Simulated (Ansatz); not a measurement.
ZrH₂SF₄: several calculations on one system

**1. Relaxation**

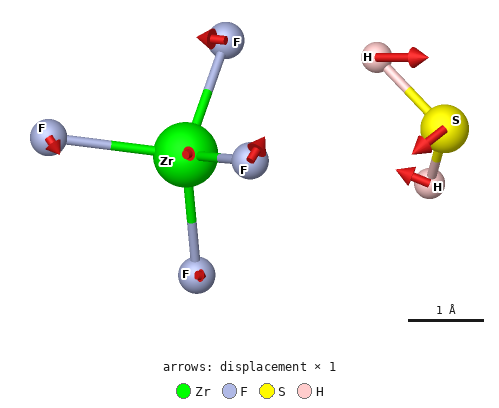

A relaxation of ZrH2SF4. The starting structure is drawn; red arrows show the displacements, at their true length. The two geometries are superimposed by the best rigid fit.

A ball-and-stick model, seen at a tilt.

The run prepares an end point of a later path (reaction) calculation, from a guessed geometry.

Theory: Ansatz, RHF/def2-SVP.

Input file:
```yaml
crystal:
  periodic: [false, false, false]
  atoms:
    - { symbol: Zr, position_ang: [0.219678, 0.080222, -0.193667] }
    - { symbol: F, position_ang: [-0.079281, -0.103513, 1.726435] }
    - { symbol: F, position_ang: [2.091148, -0.05337, -0.453428] }
    - { symbol: F, position_ang: [-0.290307, 1.77886, -0.867864] }
    - { symbol: F, position_ang: [-0.55868, -1.355124, -1.163897] }
    - { symbol: S, position_ang: [-3.2268, 0.095512, 1.266982] }
    - { symbol: H, position_ang: [-3.453449, -1.209552, 1.071465] }
    - { symbol: H, position_ang: [-2.17171, -0.105836, 2.118273] }
basis:
  gaussian: { orbitals: def2-SVP }
hamiltonian:
  xc: hf
relax:
  f_tol: 0.03
  max_steps: 50
```

Launched with:
```bash
ansatz run input.yaml --threads 2 --pin off --max-ram 3072MiB --backend cpu --events-out ev --progress --plain --runs-dir out
```

**What did the optimiser do to the structure, and how much energy did it gain?**

After 18 accepted moves (23 points after the start) the energy has fallen by 26.7 kJ/mol. Largest force component: 0.97 eV/Å at the start, 0.0031 eV/Å at the end. The line search rejected the trial steps at points 4, 11, 15, 17, 20 of the run. The forces were under the threshold at step 7, but the run went on from there. The largest move after the best rigid fit is that of H8, 0.81 Å. Largest moves by element: H 0.81 Å, S 0.60 Å, F 0.46 Å, Zr 0.20 Å. Among the contacts that change: Zr1–S6 3.743 → 3.080 Å, Zr1–F2 1.952 → 1.914 Å, S6–H8 1.371 → 1.336 Å, Zr1–F4 1.897 → 1.911 Å. New bonds form, among them: Zr1–S6 (3.74 → 3.08 Å). Among the angles between lasting bonds that change: F4–Zr1–F5 112.6° → 117.6°, F2–Zr1–F3 106.2° → 102.2°, F2–Zr1–F5 111.6° → 115.1°. Cost: 46 s on 2 threads of Arm Neoverse V1 (shared host), peak memory 0.26 GiB.

Limits of the set-up: Hartree-Fock leaves out electron correlation.

**2. Relaxation**

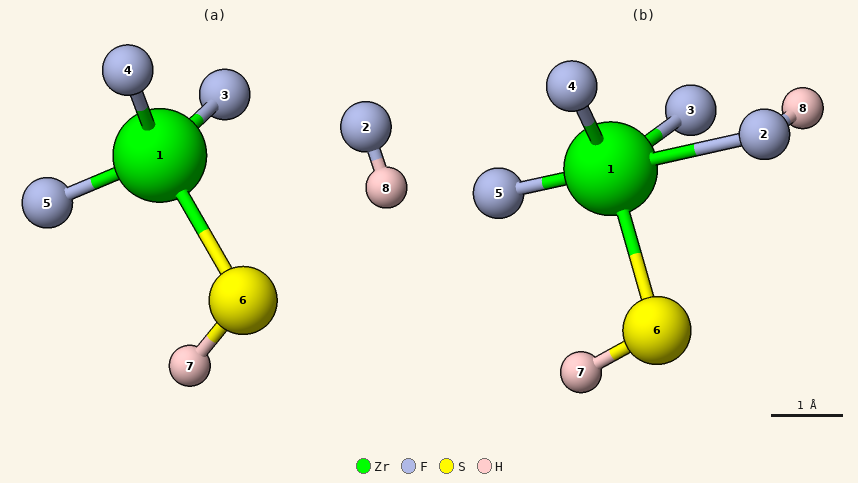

The structure of ZrH$_{2}$SF$_{4}$ before (left) and after (right) a relaxation, at one scale.

Style: ball-and-stick. Shown at a tilt.

The run prepares an end point of a later path (reaction) calculation, from a guessed geometry.

The calculation used RHF/def2-SVP in Ansatz 0.2.0. (no spin polarisation; force threshold 0.03 eV/Å; at most 50 steps)

> Describe what moved and what it gained.

After 23 accepted moves (27 points after the start) the energy has fallen by 28.3 kJ/mol. Largest force component: 0.51 eV/Å at the start, 0.0035 eV/Å at the end. The line search rejected the trial steps at points 12, 14, 21, 24 of the run. The forces were under the threshold at step 7, but the run went on from there. H8 moves most after the best rigid fit: 1.30 Å. By element the largest moves are H 1.30 Å, F 0.63 Å, S 0.48 Å, Zr 0.40 Å. Near-neighbour distances that change, for instance: Zr1–F2 3.170 → 2.444 Å, Zr1–H8 3.445 → 2.882 Å, Zr1–S6 2.537 → 2.491 Å, Zr1–F3 1.896 → 1.926 Å. New bonds form, among them: Zr1–F2 (3.17 → 2.44 Å). Among the angles between lasting bonds that change: F4–Zr1–F5 108.4° → 103.9°, F4–Zr1–S6 112.2° → 116.2°, Zr1–S6–H7 98.3° → 94.9°.

Limits of the set-up: the start holds two separate molecules, 2.6 Å apart at their closest, whose relative position is a soft coordinate and is computed without a dispersion correction; Hartree-Fock leaves out electron correlation.

**3. Path**

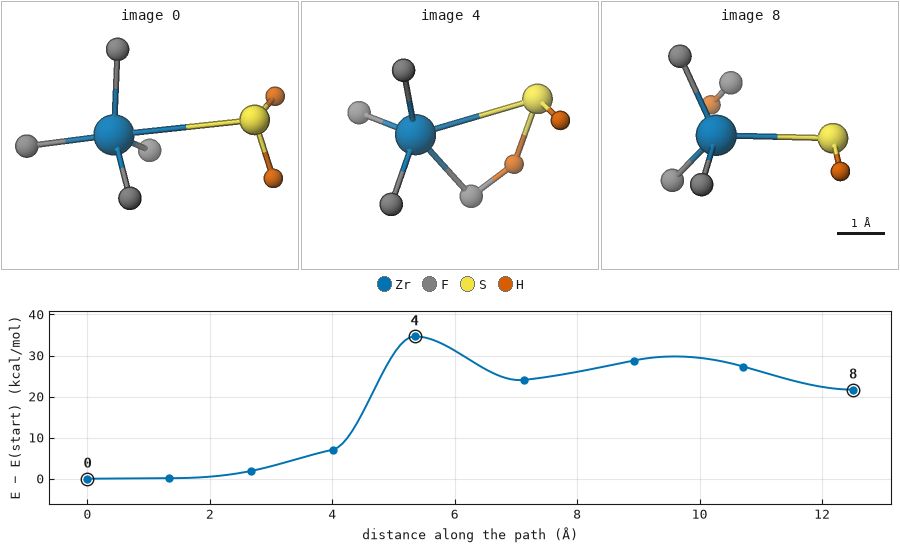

NEB run on ZrH₂SF₄. Images are numbered from 0 (start) to 8 (end). The picture is a ball-and-stick view, seen at a tilt.

Theory: RHF/def2-SVP in Ansatz. Settings: 7 movable images; climbing image; force threshold 0.05 eV/Å; iteration limit 60; starting path through a guess of the saddle point.

Q: What happens along the path, and what is the barrier?

A: The energy climbs by 34.7 kcal/mol to image 4 and then falls by 13.0 kcal/mol, so the end point sits at +21.7 kcal/mol. The profile has 2 maxima (images 4, 6) with a dip at image 5 (+24.1 kcal/mol), so the process runs in steps. The path has more than one stage, and so few images may leave a stage unresolved. Breaking: H–S (1.34 → 3.79 Å). Forming: F–H (3.15 → 0.91 Å). The band converged in 47 iterations. The largest component of the band force went from 480 to 0.049 eV/Å. The climbing image converged on the top of the path. Its vibrational analysis gives one imaginary mode (1333i cm⁻¹), as a transition state must have.

Limits of the set-up: Hartree-Fock leaves out electron correlation.
